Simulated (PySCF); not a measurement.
# [NO2]− (SMILES O=N[O-]) at 6 levels

Wanted: a comparison of 6 runs (HF/3-21G, B3LYP/6-31G*, BLYP/def2-TZVPPD, wB97M-V/def2-TZVPPD, wB97X/def2-TZVPPD, CCSD(T)/def2-TZVPPD) of [NO2]−. 

The calculation is run with PySCF 2.14.0.

3 further runs of the same task are left out: 3 set aside as unsound or not needed.

**1. The structure to begin with**

[NO2]− has 3 atoms, charge -1, and is taken as a singlet. SMILES: `O=N[O-]`. The N2–O3 distance was set to 2.290 Å, away from the relaxed value. At this shape a bond of the SMILES string is far longer than usual.

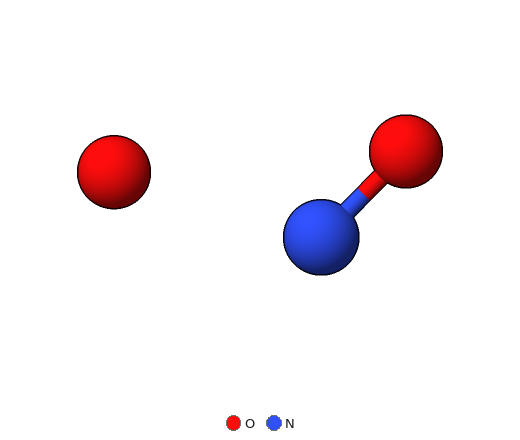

The structure, seen from a chosen angle (oxygen red, nitrogen blue).

**2. A single-point energy at HF/3-21G (run 1)**

Contents of input.py:

```python
from pyscf import gto, scf

mol = gto.M(
    atom='O 1.126494 1.429483 0.778123; N 1.124414 0.165503 0.636873; O -0.662520 -0.766520 -0.449410',
    basis='3-21g',
    max_memory=1860,
    verbose=4,
    charge=-1,
    spin=0,
)

calc0 = scf.RHF(mol)
calc0.conv_tol = 1e-10
calc0.kernel()
if not calc0.converged:
    calc0 = calc0.newton().run(calc0.mo_coeff, calc0.mo_occ)

energy = calc0.e_tot
print('E = %.10f Eh' % energy)
```

Launch:

```bash
OMP_NUM_THREADS=1 python input.py
```

What it wrote:

```text
PySCF version 2.14.0

[INPUT] num. atoms = 3
[INPUT] num. electrons = 24
[INPUT] charge = -1
[INPUT] spin (= nelec alpha-beta = 2S) = 0
[INPUT] symmetry False subgroup None
[INPUT] Mole.unit = angstrom
[INPUT] Symbol           X                Y                Z      unit          X                Y                Z       unit  Magmom
[INPUT]  1 O      1.126494000000   1.429483000000   0.778123000000 AA    2.128765140966   2.701331369722   1.470439361225 Bohr   0.0
[INPUT]  2 N      1.124414000000   0.165503000000   0.636873000000 AA    2.124834510627   0.312755342794   1.203515546130 Bohr   0.0
[INPUT]  3 O     -0.662520000000  -0.766520000000  -0.449410000000 AA   -1.251981352047  -1.448512869002  -0.849261817641 Bohr   0.0

[... 64 lines left out ...]
converged SCF energy = -202.731396653302
E = -202.7313966533 Eh
```

It took 0.52 s on 1 thread of Arm Neoverse V2, shared host; peak memory 0.1 GiB.

**3. The energy at B3LYP/6-31G(d) (spherical functions) (run 2)**

Contents of calc.py:

```python
from pyscf import gto, dft

mol = gto.M(
    atom=[
    ('O', (1.126494, 1.429483, 0.778123)),
    ('N', (1.124414, 0.165503, 0.636873)),
    ('O', (-0.662520, -0.766520, -0.449410)),
],
    basis='6-31g*',
    verbose=4,
    charge=-1,
    max_memory=1860,
)

mf = dft.RKS(mol, xc='b3lyp')
mf.grids.level = 5
mf.conv_tol = 1e-10
mf.kernel()
if not mf.converged:
    mf = mf.newton().run(mf.mo_coeff, mf.mo_occ)

e_final = mf.e_tot
print('E(%s) = %.9f' % ('B3LYP', e_final))
```

Launch:

```bash
OMP_NUM_THREADS=1 python calc.py
```

What it wrote:

```text
PySCF version 2.14.0

[INPUT] num. atoms = 3
[INPUT] num. electrons = 24
[INPUT] charge = -1
[INPUT] spin (= nelec alpha-beta = 2S) = 0
[INPUT] symmetry False subgroup None
[INPUT] Mole.unit = angstrom
[INPUT] Symbol           X                Y                Z      unit          X                Y                Z       unit  Magmom
[INPUT]  1 O      1.126494000000   1.429483000000   0.778123000000 AA    2.128765140966   2.701331369722   1.470439361225 Bohr   0.0
[INPUT]  2 N      1.124414000000   0.165503000000   0.636873000000 AA    2.124834510627   0.312755342794   1.203515546130 Bohr   0.0
[INPUT]  3 O     -0.662520000000  -0.766520000000  -0.449410000000 AA   -1.251981352047  -1.448512869002  -0.849261817641 Bohr   0.0

[... 80 lines left out ...]
converged SCF energy = -204.949800188753
E(B3LYP) = -204.949800189
```

It took 5.7 s on 1 thread of Arm Neoverse V2, shared host; peak memory 0.25 GiB.

Run 3 isn't shown in full; the table further down has it.

**4. The energy at wB97M-V/def2-TZVPPD (run 4)**

Contents of job.py:

```python
from pyscf import gto, dft

mol = gto.M(
    atom=[
    ('O', (1.126494, 1.429483, 0.778123)),
    ('N', (1.124414, 0.165503, 0.636873)),
    ('O', (-0.662520, -0.766520, -0.449410)),
],
    charge=-1,
    basis='def2-tzvppd',
    max_memory=1860,
    verbose=4,
)

myscf = dft.RKS(mol)
myscf.xc = 'wb97m-v'
myscf.grids.level = 5
myscf.conv_tol = 1e-10
myscf.nlcgrids.level = 1
myscf.kernel()
if not myscf.converged:
    myscf = myscf.newton().run(myscf.mo_coeff, myscf.mo_occ)

etot = myscf.e_tot
print('E = %.10f Eh' % etot)
```

Launch:

```bash
OMP_NUM_THREADS=1 python job.py
```

What it wrote:

```text
PySCF version 2.14.0

[INPUT] num. atoms = 3
[INPUT] num. electrons = 24
[INPUT] charge = -1
[INPUT] spin (= nelec alpha-beta = 2S) = 0
[INPUT] symmetry False subgroup None
[INPUT] Mole.unit = angstrom
[INPUT] Symbol           X                Y                Z      unit          X                Y                Z       unit  Magmom
[INPUT]  1 O      1.126494000000   1.429483000000   0.778123000000 AA    2.128765140966   2.701331369722   1.470439361225 Bohr   0.0
[INPUT]  2 N      1.124414000000   0.165503000000   0.636873000000 AA    2.124834510627   0.312755342794   1.203515546130 Bohr   0.0
[INPUT]  3 O     -0.662520000000  -0.766520000000  -0.449410000000 AA   -1.251981352047  -1.448512869002  -0.849261817641 Bohr   0.0

[... 92 lines left out ...]
converged SCF energy = -205.010773770224
E = -205.0107737702 Eh
```

Wall time 78 s (1 thread of Arm Neoverse V2, shared host); peak memory 0.67 GiB.

Run 5 isn't shown in full; the table further down has it.

**5. The energy at CCSD(T)/def2-TZVPPD (run 6)**

Contents of job.py:

```python
from pyscf import gto, scf, cc

mol = gto.M(
    atom='O 1.126494 1.429483 0.778123; N 1.124414 0.165503 0.636873; O -0.662520 -0.766520 -0.449410',
    max_memory=1860,
    charge=-1,
    verbose=3,
    basis='def2-tzvppd',
)

myscf = scf.RHF(mol)
myscf.conv_tol = 1e-10
myscf.kernel()
if not myscf.converged:
    myscf = myscf.newton().run(myscf.mo_coeff, myscf.mo_occ)

mycc = cc.CCSD(myscf, frozen=3)
mycc.kernel()
e_t = mycc.ccsd_t()
etot = mycc.e_tot + e_t
print('E(%s) = %.9f' % ('CCSD(T)', etot))
```

Launch:

```bash
OMP_NUM_THREADS=1 python job.py
```

What it wrote:

```text
converged SCF energy = -203.968846333484
E(CCSD) = -204.6931245448842  E_corr = -0.7242782113996797
CCSD(T) correction = -0.0800303764093236
E(CCSD(T)) = -204.773154921
```

Wall time 1.8 min (1 thread of Arm Neoverse V2, shared host); peak memory 1.6 GiB.

**6. The series**

```csv
run,level,integration grid,nlc grid,energy (Eh),HOMO energy (eV),LUMO energy (eV),HOMO–LUMO gap (eV),wall time
1,HF/3-21G,–,–,-202.731397,-0.86,9.80,10.67,0.52 s
2,B3LYP/6-31G* (spherical functions),5,–,-204.949800,1.33,3.32,1.99,5.7 s
3,BLYP/def2-TZVPPD,5,–,-205.119979,1.03,1.28,0.25,19 s
4,wB97M-V/def2-TZVPPD,5,1,-205.010774,-2.67,4.74,7.41,78 s
5,wB97X/def2-TZVPPD,5,–,-205.001596,-2.77,4.65,7.42,32 s
6,CCSD(T)/def2-TZVPPD,–,–,-204.773155,-2.44,6.27,8.71,1.8 min
```

**7. Outcome**

```
                                                    quantity          value
                                         run 6: total energy  -204.77315 Eh
                  run 6: HOMO energy (Hartree–Fock orbitals)       -2.44 eV
                  run 6: LUMO energy (Hartree–Fock orbitals)        6.27 eV
run 6: HOMO–LUMO gap (to an unbound level, set by the basis)        8.71 eV
          run 6: correlation energy (3 core orbitals frozen)     -804.3 mEh
                                       run 6: (T) correction     -80.03 mEh
                                        run 6: T1 diagnostic          0.103
```

**Reading.** Over runs 1, 2, 3, 4, 5 the HOMO–LUMO gap runs from 0.25 eV (BLYP/def2-TZVPPD) to 10.67 eV (HF/3-21G). The two ends differ in method and basis. The empty levels of an anion lie above zero and hang on the basis. Totals of different functionals can't be ranked against each other. In runs 2, 3 the HOMO lies above zero, so the outermost electron may be held by the basis alone. In run 6 the T1 diagnostic is large, so a single reference may not serve. All runs together took 4 min, the longest 1.8 min.
